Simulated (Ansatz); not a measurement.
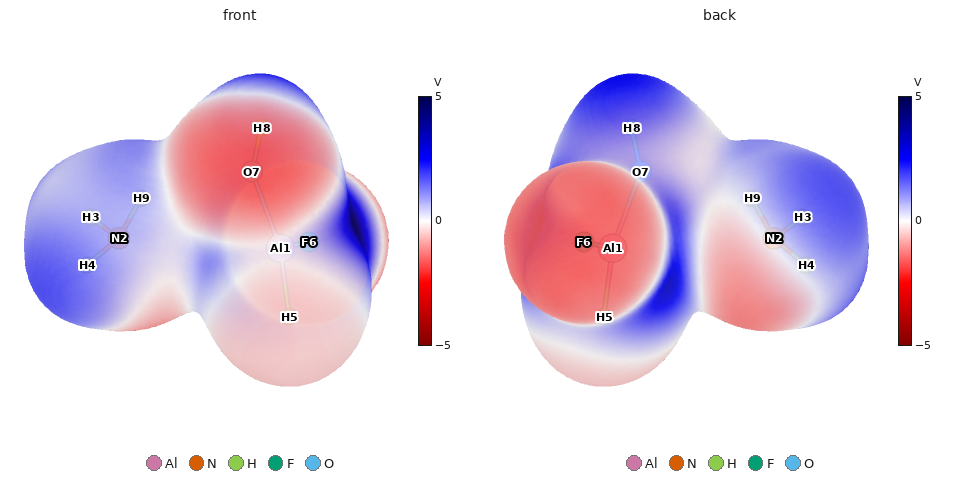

AlFH₂O···NH₃. The molecular electrostatic potential painted on the density surface at 0.002 e/bohr³, seen from the front and from behind; the colour scale runs from red (negative) to blue (positive).

Not at a stationary point (largest force 1.4 eV/Å).

All numbers below come from RHF/6-31G* in Ansatz 0.2.0.

```tsv
atom	x (Å)	y (Å)	z (Å)
Al	-0.0953	0.4673	-0.5170
N	-0.0068	0.0663	2.5574
H	-0.7832	-0.1645	3.1475
H	0.8342	-0.0570	3.0876
H	1.3415	-0.0085	-0.9020
F	-1.4291	-0.3013	-1.0779
O	-0.3380	1.9920	0.2995
H	-1.1786	2.4257	0.2650
H	-0.0834	1.0565	2.2949
```

**Where is the surface potential most negative and most positive?**

The most negative region (about −1.7 V) lies over O7, the most positive (about +4.2 V) over Al1. O7 is the likeliest acceptor of a hydrogen bond.
